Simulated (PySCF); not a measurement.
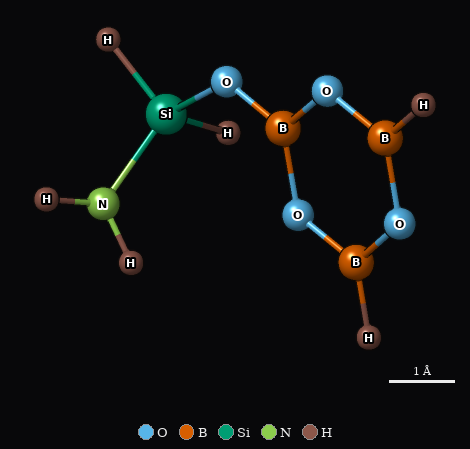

Fig. 1: The input geometry (ball-and-stick view, seen at a tilt).

## Run report: B$_{3}$SiNH$_{6}$O$_{4}$, core-level calculation

System: B$_{3}$SiNH$_{6}$O$_{4}$.
Method: delta-SCF UKS SCAN, pcX-2 on the ionised atom, pcseg-1 elsewhere, spin-free X2C (PySCF 2.14.0).

Figures and captions count atoms from 1; the log counts them from 0 in places.

Input file
```
{"job": {"kind": "xps", "holes": 5}, "charge": 0, "multiplicity": 1}
O     -0.596372     0.799397    -0.015814
B     -1.740429     1.501361     0.238586
O     -2.899834     0.828294     0.520789
B     -2.919511    -0.545673     0.552918
O     -1.777357    -1.244130     0.296041
B     -0.599000    -0.590977     0.004740
O      0.518154    -1.282495    -0.253182
Si     2.058785    -0.685452    -0.638893
N      2.698314     0.437841     0.481732
H     -1.728562     2.704387     0.218069
H     -3.941923    -1.124739     0.808542
H      1.938870    -0.036787    -1.971326
H      2.931437    -1.885262    -0.647864
H      3.109808     0.132092     1.355372
H      2.297100     1.365476     0.561021
```

The first line tells a small driver script what to run in PySCF; the rest is the geometry in Å.

Hardware: 1 CPU thread, shared host.

Run as:
```bash
OMP_NUM_THREADS=1 python <driver script> task.json out
```

Log
```
ground state, core basis on atom 0 (O), 191 functions
  cycle   1  E = -724.00257358  |g| = 1.26e+00
  cycle   2  E = -723.46095797  |g| = 2.10e+00
  cycle   3  E = -724.28278275  |g| = 1.38e-01
  cycle   4  E = -724.28570861  |g| = 8.76e-02
  cycle   5  E = -724.28731137  |g| = 2.11e-02
  cycle   6  E = -724.28739065  |g| = 7.33e-03
  cycle   7  E = -724.28739852  |g| = 3.15e-03
  cycle   8  E = -724.28740275  |g| = 1.10e-03
  cycle   9  E = -724.28740310  |g| = 1.81e-04
  E(ground) = -724.33920653 Eh
hole in O 1s of atom 0
  cycle   1  E = -703.65243613  |g| = 2.23e+00
[... 10 cycles left out ...]
  E(ion) = -704.52295286 Eh   <S^2> = 0.7611   hole on atom = 1.000   binding energy = 539.228 eV
ground state, core basis on atom 1 (B), 191 functions
[... 7 cycles left out ...]
  E(ground) = -724.31150694 Eh
hole in B 1s of atom 1
[... 46 cycles left out ...]
  E(ion) = -717.03112518 Eh   <S^2> = 0.9216   hole on atom = 1.000   binding energy = 198.109 eV
ground state, core basis on atom 4 (O), 191 functions
[... 6 cycles left out ...]
  E(ground) = -724.33959619 Eh
hole in O 1s of atom 4
[... 11 cycles left out ...]
  E(ion) = -704.52726641 Eh   <S^2> = 0.7611   hole on atom = 1.000   binding energy = 539.121 eV
ground state, core basis on atom 5 (B), 191 functions
[... 6 cycles left out ...]
  E(ground) = -724.31487868 Eh
hole in B 1s of atom 5
[... 13 cycles left out ...]
  E(ion) = -717.01031338 Eh   <S^2> = 0.7753   hole on atom = 1.000   binding energy = 198.767 eV
ground state, core basis on atom 6 (O), 191 functions
[... 6 cycles left out ...]
  E(ground) = -724.34219388 Eh
hole in O 1s of atom 6
  cycle   1  E = -703.67924546  |g| = 2.23e+00
  cycle   2  E = -703.11941726  |g| = 2.25e+00
  cycle   3  E = -704.40087672  |g| = 5.26e-01
  cycle   4  E = -704.43813995  |g| = 3.89e-01
  cycle   5  E = -704.50606514  |g| = 5.67e-02
  cycle   6  E = -704.50729335  |g| = 2.11e-02
  cycle   7  E = -704.50747585  |g| = 7.61e-03
  cycle   8  E = -704.50749562  |g| = 2.47e-03
  cycle   9  E = -704.50749738  |g| = 7.51e-04
  cycle  10  E = -704.50749702  |g| = 4.50e-04
  E(ion) = -704.55916138 Eh   <S^2> = 0.7615   hole on atom = 1.000   binding energy = 538.324 eV
```

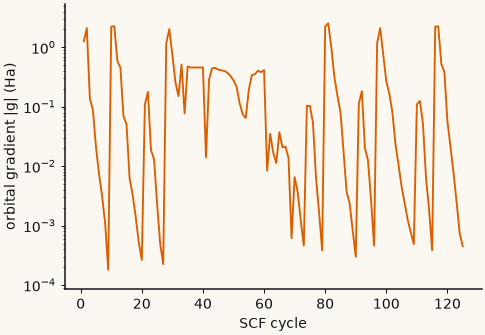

Fig. 2: Convergence of the self-consistent field: orbital gradient |g| against the SCF cycle. All cycles printed in the log are drawn one after another.

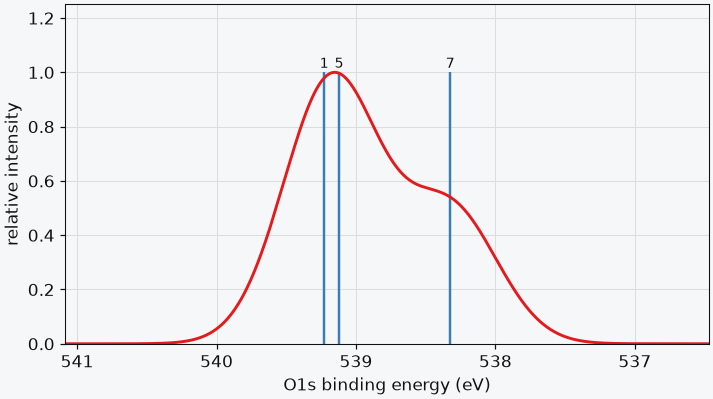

Fig. 3: O1s binding energies by ΔSCF of the atoms computed, labelled by atom number, with a Gaussian envelope of 0.8 eV full width. They run from 538.32 eV (atom 7) to 539.23 eV (atom 1).

Summary

- outcome: converged
- wall time: 68 s
- peak memory: 0.77 GiB

Remarks

The core-hole state is spin-contaminated.
